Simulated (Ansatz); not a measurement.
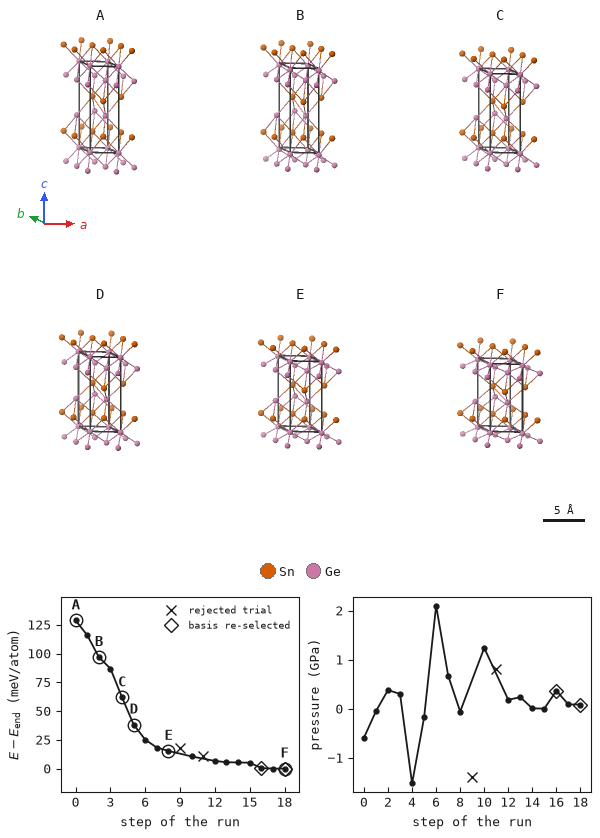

Frames of a relaxation of crystalline Sn$_{2}$Ge$_{3}$ (a generated structure, set up in P3m1) (coarse preliminary run), marked on the history of the run. The picture is a ball-and-stick view of the cell of the calculation, seen slightly off an axis.

Theory: DFT PBE, scalar-relativistic, plane waves, PAW in Ansatz 0.2.0.

Input file:
```yaml
crystal:
  lattice:
    - [3.57718398, 0.0, 0.0]
    - [-1.78859199, 3.0979322, 0.0]
    - [0.0, 0.0, 10.86340011]
  atoms:
    - { symbol: Sn, position: [0.33333333, 0.66666667, 0.20472294] }
    - { symbol: Sn, position: [0.33333333, 0.66666667, 0.61416883] }
    - { symbol: Ge, position: [0.0, 0.0, 0.0] }
    - { symbol: Ge, position: [0.66666667, 0.33333333, 0.40944588] }
    - { symbol: Ge, position: [0.66666667, 0.33333333, 0.81889177] }
basis:
  ecutwfc: 420
kpoints:
  mp_grid: { grid: [6, 6, 2] }
hamiltonian:
  xc: pbe
scf:
  occupations: { method: gaussian, width: 0.1 }
  lower_state_search: "off"
output:
  forces: true
  stress: true
  eigenvalues: true
relax:
  adjacent_minimum: "off"
  f_tol: 0.04
  max_steps: 70
  cell: { stress_tol: 0.4 }
```

Run as
```bash
ansatz run input.yaml --threads 1 --pin off --max-ram 2560MiB --backend cpu --events-out ev --progress --plain --runs-dir out
```

What happens along the run?

The largest move relative to the cell is that of Ge5, 0.24 Å along +c. By element the largest moves are Ge 0.24 Å, Sn 0.02 Å. Cell: a = b 3.577 → 4.048 Å (+13.2 %), c 10.863 → 8.531 Å (−21.5 %). Volume +0.6 %. Among the contacts that change: Ge3–Ge5 2.852 → 2.585 Å, Sn1–Ge4 3.035 → 2.906 Å, Sn2–Ge5 3.035 → 3.083 Å, Sn1–Ge3 3.035 → 3.044 Å. Among the angles between lasting bonds that change: Ge5–Ge3–Ge5 77.7° → 103.1°, Sn1–Ge4–Sn2 94.2° → 73.1°, Sn1–Ge3–Ge5 105.0° → 85.8°. The space group stays P3m1 (No. 156). Over 14 accepted moves (18 points after the start) the energy falls by 129 meV per atom. Largest force component: 0.51 eV/Å at the start, 0.009 eV/Å at the end. Pressure: −0.59 GPa at the start and 0.09 GPa at the end. The line search rejected the trial steps at points 9, 11 of the run. The SCF was repeated twice at an unchanged geometry on a basis and grid sized afresh for the cell, which shifted the energy by 4.6 meV per atom at most. From step 0 to 2: Ge3 moves most (0.26 Å), volume −0.8 %, energy −31.9 meV per atom. From step 2 to 4: Ge3 moves most (0.17 Å), volume +2.0 %, energy −35.1 meV per atom. From step 4 to 5: Sn2 moves most (0.04 Å), volume −2.9 %, energy −23.6 meV per atom. From step 5 to 8: Ge5 moves most (0.10 Å), volume +0.8 %, energy −22.8 meV per atom. From step 8 to 18: Ge3 moves most (0.08 Å), volume +1.4 %, energy −15.4 meV per atom.

| step | E − E(0), meV/atom | largest force component, eV/Å | pressure, GPa | volume, Å³/atom | note |
| --- | --- | --- | --- | --- | --- |
| 0 | 0.00 | 0.5075 | -0.59 | 24.077 |  |
| 1 | -12.87 | 0.3137 | -0.04 | 23.809 |  |
| 2 | -31.85 | 0.4618 | 0.38 | 23.893 |  |
| 3 | -41.84 | 0.6100 | 0.30 | 24.083 |  |
| 4 | -66.92 | 0.1677 | -1.52 | 24.381 |  |
| 5 | -90.52 | 0.3065 | -0.18 | 23.683 |  |
| 6 | -103.58 | 0.1341 | 2.10 | 22.851 |  |
| 7 | -110.49 | 0.1375 | 0.68 | 23.488 |  |
| 8 | -113.37 | 0.1606 | -0.06 | 23.882 |  |
| 9 | -111.17 | 0.2871 | -1.39 | 24.710 | rejected |
| 10 | -118.16 | 0.0966 | 1.24 | 23.554 |  |
| 11 | -117.62 | 0.3609 | 0.82 | 23.893 | rejected |
| 12 | -122.04 | 0.0737 | 0.18 | 23.994 |  |
| 13 | -123.20 | 0.0990 | 0.24 | 24.025 |  |
| 14 | -123.39 | 0.0468 | 0.01 | 24.085 |  |
| 15 | -123.61 | 0.0148 | 0.01 | 24.082 |  |
| 16 | -128.25 | 0.0155 | 0.37 | 24.082 | same geometry, new basis |
| 17 | -128.71 | 0.0090 | 0.09 | 24.216 |  |
| 18 | -128.74 | 0.0090 | 0.09 | 24.216 | same geometry, new basis |
